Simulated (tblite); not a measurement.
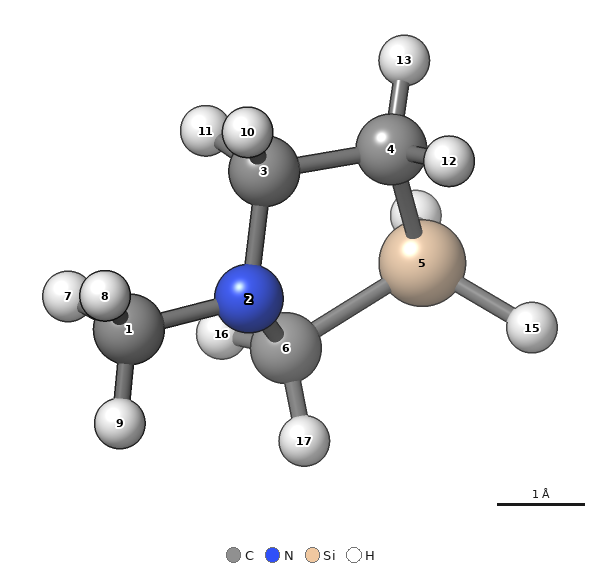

*The structure as given in the input (ball-and-stick view, seen at a tilt; atoms are numbered from 1 in the order of the input).*

Bond lengths as drawn: C–C 1.54 Å, C–H 1.08 to 1.10 Å, C–N 1.47 to 1.48 Å, C–Si 1.88 to 1.91 Å and H–Si 1.49 to 1.50 Å.

## Geometry relaxation of C4H11NSi

C4H11NSi, SMILES CN1CC[SiH2]C1, computed with GFN2-xTB geometry optimisation, gas phase (tblite 0.8.0).

## Input file
```
{"job": {"xc": "GFN2-xTB", "basis": "xTB", "kind": "relax"}, "charge": 0, "multiplicity": 1}
C      2.052900    -0.094300    -0.679900
N      0.803300     0.260000     0.005100
C      0.216200    -0.923900     0.677200
C     -1.108400    -0.444600     1.310400
Si    -1.821900     0.760400     0.052100
C     -0.181400     0.860200    -0.913500
H      1.884100    -0.834300    -1.469200
H      2.787200    -0.484700     0.031700
H      2.495000     0.796400    -1.133400
H      0.867800    -1.326100     1.449900
H      0.009500    -1.722800    -0.055200
H     -0.914000     0.076800     2.257400
H     -1.787500    -1.288500     1.525100
H     -2.890500     0.134900    -0.775700
H     -2.231900     2.056400     0.675000
H     -0.273800     0.285900    -1.826100
H      0.086500     1.900300    -1.140800
```

The first line tells a small driver script what to run in tblite; the rest is the geometry in Å.

Run on 1 CPU thread, shared host.

Run as:
```bash
OMP_NUM_THREADS=1 python <driver script> task.json out
```

## Output
```
step      E/eV     max force
  0    -511.77337    1.157
  1    -511.82593    0.441
  2    -511.84664    0.381
  3    -511.86233    0.269
  4    -511.87282    0.266
  5    -511.88010    0.202
  6    -511.88547    0.209
  7    -511.88996    0.184
  8    -511.89218    0.092
  9    -511.89294    0.055
 10    -511.89328    0.045
 11    -511.89360    0.051
 12    -511.89391    0.049
 13    -511.89414    0.036
 14    -511.89426    0.024
 15    -511.89433    0.021
 16    -511.89439    0.026
 17    -511.89448    0.027
 18    -511.89460    0.036
 19    -511.89474    0.030
 20    -511.89487    0.029
 21    -511.89498    0.032
 22    -511.89508    0.023
 23    -511.89519    0.023
 24    -511.89530    0.030
 25    -511.89540    0.035
 26    -511.89552    0.035
 27    -511.89568    0.034
 28    -511.89592    0.043
 29    -511.89620    0.046
 30    -511.89645    0.036
 31    -511.89662    0.028
 32    -511.89676    0.038
 33    -511.89690    0.035
 34    -511.89703    0.027
 35    -511.89711    0.019
 36    -511.89716    0.023
 37    -511.89722    0.029
 38    -511.89730    0.030
 39    -511.89739    0.025
 40    -511.89748    0.017
 41    -511.89753    0.017
 42    -511.89758    0.016
 43    -511.89763    0.019
 44    -511.89767    0.015
 45    -511.89771    0.013
 46    -511.89773    0.014
 47    -511.89777    0.016
 48    -511.89780    0.017
 49    -511.89783    0.011
 50    -511.89785    0.012
 51    -511.89787    0.010
 52    -511.89788    0.011
 53    -511.89790    0.011
 54    -511.89792    0.011
 55    -511.89794    0.016
 56    -511.89798    0.020
 57    -511.89804    0.028
 58    -511.89813    0.027
 59    -511.89820    0.018
 60    -511.89824    0.017
 61    -511.89827    0.014
 62    -511.89830    0.017
 63    -511.89832    0.013
 64    -511.89833    0.006
 65    -511.89834    0.005
 66    -511.89834    0.005
 67    -511.89835    0.006
 68    -511.89835    0.004
 69    -511.89835    0.003
 70    -511.89835    0.003
 71    -511.89836    0.003
 72    -511.89836    0.004
 73    -511.89836    0.002
```

## Trajectory as extended XYZ (Å, eV, eV/Å), 6 of the 12 frames kept, from step=0 to step=73
```
17
Properties=species:S:1:pos:R:3:forces:R:3 step=0 energy=-511.77337
C     2.0529   -0.0943   -0.6799   -0.3110   0.3830   0.3040
N     0.8033    0.2600    0.0051    0.4200  -0.5910  -0.1030
C     0.2162   -0.9239    0.6772   -0.6520   0.9200  -0.2570
C    -1.1084   -0.4446    1.3104   -0.0550  -0.5150   0.3300
Si   -1.8219    0.7604    0.0521   -0.4780   0.4920  -0.1300
C    -0.1814    0.8602   -0.9135    0.0280   0.0490   0.9290
H     1.8841   -0.8343   -1.4692    0.0320  -0.1490  -0.0960
H     2.7872   -0.4847    0.0317   -0.2710  -0.0230  -0.0030
H     2.4950    0.7964   -1.1334   -0.1880   0.0020   0.0350
H     0.8678   -1.3261    1.4499    0.3110   0.1700  -0.1130
H     0.0095   -1.7228   -0.0552    0.0050   0.0000   0.0290
H    -0.9140    0.0768    2.2574    0.0520  -0.2770  -0.2240
H    -1.7875   -1.2885    1.5251    0.4410   0.2760   0.0050
H    -2.8905    0.1349   -0.7757    0.1910   0.2440   0.2080
H    -2.2319    2.0564    0.6750    0.0760  -0.4640  -0.2900
H    -0.2738    0.2859   -1.8261    0.1640  -0.1110  -0.5680
H     0.0865    1.9003   -1.1408    0.2350  -0.4050  -0.0550
17
Properties=species:S:1:pos:R:3:forces:R:3 step=13 energy=-511.89414
C     2.0248   -0.0894   -0.6699   -0.0030   0.0080   0.0070
N     0.7908    0.2406    0.0004    0.0030   0.0210   0.0080
C     0.1971   -0.9023    0.6695    0.0100   0.0020  -0.0180
C    -1.1100   -0.4534    1.3207    0.0210  -0.0240   0.0100
Si   -1.8291    0.7688    0.0525    0.0210   0.0010  -0.0080
C    -0.1785    0.8477   -0.9008   -0.0090  -0.0110  -0.0010
H     1.8831   -0.8386   -1.4684    0.0160  -0.0010  -0.0050
H     2.7376   -0.4848    0.0536    0.0020   0.0020   0.0050
H     2.4425    0.8134   -1.1144    0.0030   0.0030   0.0060
H     0.9098   -1.2794    1.4089   -0.0080   0.0060   0.0010
H    -0.0082   -1.7193   -0.0476   -0.0080  -0.0190  -0.0070
H    -0.8950    0.0445    2.2649    0.0060   0.0080   0.0030
H    -1.7399   -1.3116    1.5431   -0.0130  -0.0040   0.0010
H    -2.9004    0.1862   -0.7635   -0.0170   0.0110  -0.0040
H    -2.2493    2.0406    0.6372    0.0010   0.0210  -0.0010
H    -0.2418    0.2913   -1.8530   -0.0080   0.0080   0.0020
H     0.1594    1.8576   -1.1433   -0.0160  -0.0320   0.0020
17
Properties=species:S:1:pos:R:3:forces:R:3 step=26 energy=-511.89552
C     2.0291   -0.0824   -0.6636    0.0110   0.0090   0.0000
N     0.7859    0.2351   -0.0052   -0.0080  -0.0140  -0.0030
C     0.1960   -0.9097    0.6626   -0.0080  -0.0180   0.0090
C    -1.1081   -0.4584    1.3191   -0.0100   0.0090   0.0000
Si   -1.8299    0.7712    0.0553   -0.0040  -0.0150   0.0220
C    -0.1860    0.8344   -0.9079   -0.0040  -0.0040  -0.0050
H     1.9096   -0.8295   -1.4684   -0.0120   0.0120   0.0150
H     2.7374   -0.4726    0.0673   -0.0010  -0.0030   0.0070
H     2.4437    0.8268   -1.0971    0.0070   0.0150  -0.0110
H     0.9090   -1.2854    1.4021    0.0050   0.0010   0.0040
H    -0.0098   -1.7298   -0.0514   -0.0100   0.0070  -0.0130
H    -0.8834    0.0397    2.2614   -0.0100   0.0090  -0.0020
H    -1.7417   -1.3126    1.5480    0.0010   0.0010  -0.0140
H    -2.9210    0.2133   -0.7533    0.0070  -0.0040   0.0110
H    -2.2294    2.0551    0.6313    0.0110  -0.0040   0.0130
H    -0.2555    0.2728   -1.8560    0.0090   0.0080  -0.0020
H     0.1471    1.8438   -1.1541    0.0130  -0.0100  -0.0310
17
Properties=species:S:1:pos:R:3:forces:R:3 step=46 energy=-511.89773
C     2.0358   -0.0568   -0.6445    0.0070   0.0000  -0.0030
N     0.7740    0.2343   -0.0103    0.0000  -0.0020  -0.0100
C     0.1895   -0.9174    0.6508    0.0010   0.0030  -0.0030
C    -1.1103   -0.4646    1.3152   -0.0010  -0.0040  -0.0010
Si   -1.8229    0.7834    0.0657    0.0040   0.0040  -0.0050
C    -0.1975    0.8040   -0.9315   -0.0050   0.0010  -0.0010
H     1.9459   -0.7998   -1.4556   -0.0110  -0.0080  -0.0030
H     2.7348   -0.4400    0.0987    0.0090   0.0020   0.0070
H     2.4429    0.8625   -1.0645    0.0040   0.0070  -0.0020
H     0.9057   -1.3019    1.3825   -0.0030   0.0060   0.0030
H    -0.0239   -1.7281   -0.0717    0.0030  -0.0020   0.0010
H    -0.8811    0.0198    2.2633   -0.0110   0.0020   0.0000
H    -1.7522   -1.3155    1.5315    0.0030  -0.0090   0.0000
H    -2.9469    0.2545   -0.7156   -0.0010   0.0040   0.0020
H    -2.1639    2.0765    0.6581    0.0010   0.0020   0.0010
H    -0.2776    0.2029   -1.8549   -0.0060   0.0000   0.0060
H     0.1406    1.7983   -1.2270    0.0030  -0.0050   0.0060
17
Properties=species:S:1:pos:R:3:forces:R:3 step=59 energy=-511.89820
C     2.0365   -0.0539   -0.6451   -0.0010  -0.0010  -0.0030
N     0.7743    0.2385   -0.0102    0.0060   0.0000  -0.0090
C     0.1941   -0.9129    0.6555    0.0140   0.0040  -0.0060
C    -1.1163   -0.4728    1.3086    0.0080  -0.0010  -0.0020
Si   -1.8212    0.7901    0.0691    0.0000   0.0100  -0.0100
C    -0.1996    0.7990   -0.9347   -0.0020  -0.0020   0.0030
H     1.9445   -0.8052   -1.4488   -0.0020   0.0030  -0.0010
H     2.7411   -0.4284    0.0978   -0.0140   0.0060   0.0070
H     2.4400    0.8629   -1.0750   -0.0080  -0.0040   0.0010
H     0.9101   -1.2843    1.3937   -0.0030  -0.0030   0.0170
H    -0.0037   -1.7310   -0.0629   -0.0070  -0.0020  -0.0030
H    -0.9045    0.0004    2.2662    0.0020   0.0000   0.0050
H    -1.7558   -1.3303    1.5057   -0.0010  -0.0010  -0.0040
H    -2.9579    0.2825   -0.7089    0.0110   0.0040   0.0050
H    -2.1440    2.0838    0.6727    0.0080  -0.0130  -0.0050
H    -0.2854    0.1855   -1.8493   -0.0020   0.0020  -0.0020
H     0.1408    1.7881   -1.2442   -0.0080  -0.0030   0.0070
17
Properties=species:S:1:pos:R:3:forces:R:3 step=73 energy=-511.89836
C     2.0362   -0.0515   -0.6448    0.0000   0.0000   0.0010
N     0.7727    0.2384   -0.0126   -0.0010   0.0000   0.0000
C     0.1960   -0.9127    0.6564   -0.0010   0.0000   0.0000
C    -1.1173   -0.4758    1.3060    0.0010  -0.0010   0.0010
Si   -1.8193    0.7927    0.0703    0.0020  -0.0010   0.0000
C    -0.2020    0.7944   -0.9384    0.0000   0.0010   0.0000
H     1.9483   -0.8057   -1.4459    0.0010  -0.0010   0.0000
H     2.7392   -0.4200    0.1024    0.0010   0.0000   0.0010
H     2.4365    0.8653   -1.0771    0.0000   0.0000  -0.0010
H     0.9106   -1.2788    1.3991    0.0000   0.0000  -0.0010
H     0.0018   -1.7342   -0.0593    0.0000   0.0010   0.0000
H    -0.9104   -0.0085    2.2676    0.0000   0.0000   0.0000
H    -1.7575   -1.3348    1.4947   -0.0010   0.0010   0.0000
H    -2.9616    0.2950   -0.7042    0.0000   0.0000   0.0010
H    -2.1277    2.0871    0.6781    0.0000  -0.0010  -0.0010
H    -0.2895    0.1781   -1.8510    0.0000   0.0000   0.0010
H     0.1371    1.7827   -1.2513    0.0000   0.0010   0.0000
```

## Results in brief

- outcome: converged
- total energy: −511.8984 eV
- peak memory: 0.18 GiB
